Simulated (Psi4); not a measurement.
# MP2/aug-cc-pVDZ run of COF2 (SMILES O=C(F)F)

What is the vertical singlet–triplet gap of COF2 at MP2/aug-cc-pVDZ? 

Program for the calculation: Psi4 1.11.

### Step 1. Starting point

COF2: 4 atoms, total charge 0, spin state singlet. As SMILES, `O=C(F)F`. The coordinates come from a PBE0-D4/def2-TZVP relaxation.

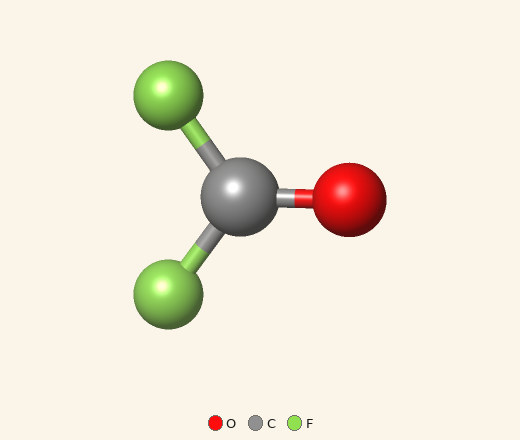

The structure, seen from a chosen angle (oxygen red, carbon grey, fluorine green).

### Step 2. The energy at MP2/aug-cc-pVDZ

cf2o.xyz reads:

```xyz
4
CF2O
O     -1.242660    -0.157400     0.153910
C     -0.091830    -0.011630     0.011370
F      0.845490    -0.826670     0.424670
F      0.488990     0.995700    -0.589960
```

run.py reads:

```python
import psi4

psi4.set_memory('2200 MB')
psi4.set_num_threads(1)
psi4.set_output_file('run.log', False)

with open('cf2o.xyz') as f:
    atoms = ''.join(f.readlines()[2:])
mol = psi4.geometry('0 1\n' + atoms + 'symmetry c1')

psi4.set_options({
    'basis': 'aug-cc-pVDZ',
    'puream': True,
    'e_convergence': 1e-09,
    'd_convergence': 1e-08,
    'scf_type': 'pk',
    'num_frozen_docc': 4,
    'mp2_type': 'conv',
})

energy_value, wavefunction = psi4.energy("mp2", molecule=mol, return_wfn=True)
print(f'mp2 energy: {energy_value:.10f} Eh')
```

Launch:

```sh
python run.py
```

run.log:

```text
[...]
  Running in c1 symmetry.
[...]
  Nuclear repulsion =  120.136422940772235
[...]
  Multiplicity = 1
[...]
  Nalpha       = 16
  Nbeta        = 16
[...]
    Number of basis functions: 92
[...]
   @RHF iter   1:  -311.52036001321835   -5.18654e-01   6.48222e-03 ADIIS/DIIS
[...]
   @RHF iter  11:  -311.65511507654901   -2.50679e-11   8.26712e-09 DIIS
[...]
    Orbital Energies [Eh]
    ---------------------
    Doubly Occupied:
       1A    -26.404212     2A    -26.404183     3A    -20.631571
       4A    -11.547341     5A     -1.770611     6A     -1.692851
       7A     -1.486973     8A     -0.962777     9A     -0.870133
      10A     -0.820012    11A     -0.808394    12A     -0.727543
      13A     -0.707480    14A     -0.705538    15A     -0.577948
      16A     -0.558717
[...]
  @RHF Final Energy:  -311.65511507654901
   => Energetics <=
    Nuclear Repulsion Energy =            120.1364229407722348
    One-Electron Energy =                -670.2305070685285955
    Two-Electron Energy =                 238.4389690512073230
    Total Energy =                       -311.6551150765490092
[...]
 Multipole Moments:
 ------------------------------------------------------------------------------------
     Multipole            Electronic (a.u.)      Nuclear  (a.u.)        Total (a.u.)
 ------------------------------------------------------------------------------------
 L = 1.  Multiply by 2.5417464519 to convert [e a0] to [Debye]
 Dipole X            :          1.6005168           -1.1401014            0.4604154
 Dipole Y            :          0.2027353           -0.1444089            0.0583264
 Dipole Z            :         -0.1982406            0.1412094           -0.0570312
 Magnitude           :                                                    0.4675862
[...]
	SCS-MP2 Total Energy (a.u.)        :  -312.34643131577928
	SOS-MP2 Total Energy (a.u.)        :  -312.27934726271445
	SCSN-MP2 Total Energy (a.u.)       :  -312.00931887673153
[...]
	SOS-PI-MP2 Total Energy (a.u.)     :  -312.38338596040870
[...]
	MP2 Total Energy (a.u.)            :  -312.37656072421481
[...]
```

Standard output:

```text
mp2 energy: -312.3765607242 Eh
```

Run time: 8.4 s. Hardware: 1 thread of Intel Xeon Platinum 8259CL at 2.50GHz (Skylake/Cascade Lake), shared host; peak memory 0.5 GiB.

### Step 3. The triplet at the same level

cf2o.xyz is that of step 2.

run_ase.py reads:

```python
import numpy as np
from ase.calculators.psi4 import Psi4
from ase.io import read

mol = read('cf2o.xyz')
calc = Psi4(atoms=mol, method='mp2', basis='aug-cc-pVDZ', memory='2200MB', num_threads=1, charge=0, multiplicity=3, label='psi4-calc', reference='uhf')
calc.psi4.set_options({'puream': True, 'e_convergence': 1e-09, 'd_convergence': 1e-08, 'scf_type': 'pk', 'num_frozen_docc': 4, 'mp2_type': 'conv', 'maxiter': 100})
mol.calc = calc

print(f'energy: {mol.get_potential_energy():.6f} eV')
```

Launch:

```sh
python run_ase.py
```

psi4-calc.dat:

```text
[...]
  Running in c1 symmetry.
[...]
  Nuclear repulsion =  120.136422940772235
[...]
  Multiplicity = 3
[...]
  Nalpha       = 17
  Nbeta        = 15
[...]
    Number of basis functions: 92
[...]
   @UHF iter   1:  -311.34191848180274   -3.40212e-01   3.91488e-03 ADIIS/DIIS
[...]
   @UHF iter  14:  -311.44555016993155   -1.70530e-12   4.28129e-09 DIIS
[...]
   @S^2 Observed:                2.016099967E+00
[...]
    Orbital Energies [Eh]
    ---------------------
    Alpha Occupied:
       1A    -26.364852     2A    -26.364829     3A    -20.736062
       4A    -11.421335     5A     -1.739527     6A     -1.654614
       7A     -1.599298     8A     -0.953616     9A     -0.875824
      10A     -0.851453    11A     -0.841414    12A     -0.717916
      13A     -0.716941    14A     -0.712414    15A     -0.707234
      16A     -0.664855    17A     -0.296257
    Alpha Virtual:
      18A      0.063194    19A      0.088497    20A      0.090728
      21A      0.092853    22A      0.204160    23A      0.209424
      24A      0.221516    25A      0.259260    26A      0.273323
[...]
  @UHF Final Energy:  -311.44555016993155
   => Energetics <=
    Nuclear Repulsion Energy =            120.1364229407722348
    One-Electron Energy =                -670.4609257350938378
    Two-Electron Energy =                 238.8789526243900241
    Total Energy =                       -311.4455501699315505
  UHF NO Occupations:
  HONO-2 :   15  A 1.9968470
  HONO-1 :   16  A 1.0000000
[...]
 Multipole Moments:
 ------------------------------------------------------------------------------------
     Multipole            Electronic (a.u.)      Nuclear  (a.u.)        Total (a.u.)
 ------------------------------------------------------------------------------------
 L = 1.  Multiply by 2.5417464519 to convert [e a0] to [Debye]
 Dipole X            :          0.7698858           -1.1401014           -0.3702156
 Dipole Y            :          0.0975232           -0.1444089           -0.0468857
 Dipole Z            :         -0.0953587            0.1412094            0.0458507
 Magnitude           :                                                    0.3759789
[...]
	SCS-MP2 Total Energy (a.u.)        :  -312.07323419345903
	SOS-MP2 Total Energy (a.u.)        :  -312.01274052503589
	SCSN-MP2 Total Energy (a.u.)       :  -311.76495673920579
[...]
	SOS-PI-MP2 Total Energy (a.u.)     :  -312.10727225088658
[...]
	MP2 Total Energy (a.u.)            :  -312.09968980445461
[...]
```

Standard output:

```text
energy: -8492.665137 eV
```

Run time: 11 s. Hardware: 1 thread of Intel Xeon Platinum 8259CL at 2.50GHz (Skylake/Cascade Lake), shared host; peak memory 0.52 GiB.

### Step 4. Summary of results

Level: MP2/aug-cc-pVDZ, 4 core orbitals frozen.

```
                                                           quantity          value
                                              singlet: total energy  -312.37656 Eh
                       singlet: HOMO energy (Hartree–Fock orbitals)      -15.20 eV
                       singlet: LUMO energy (Hartree–Fock orbitals)        1.74 eV
                     singlet: HOMO–LUMO gap (Hartree–Fock orbitals)       16.94 eV
               singlet: correlation energy (4 core orbitals frozen)     -721.4 mEh
                                              triplet: total energy  -312.09969 Eh
triplet: HOMO energy (Hartree–Fock orbitals) (highest over α and β)       -8.06 eV
 triplet: LUMO energy (Hartree–Fock orbitals) (lowest over α and β)       -0.66 eV
               triplet: correlation energy (4 core orbitals frozen)     -654.1 mEh
                         triplet: ⟨S²⟩ of the reference determinant          2.016
                   vertical energy of the triplet above the singlet       7.534 eV
```

What this shows: At this shape the triplet lies 7.53 eV (727 kJ/mol) above the singlet.
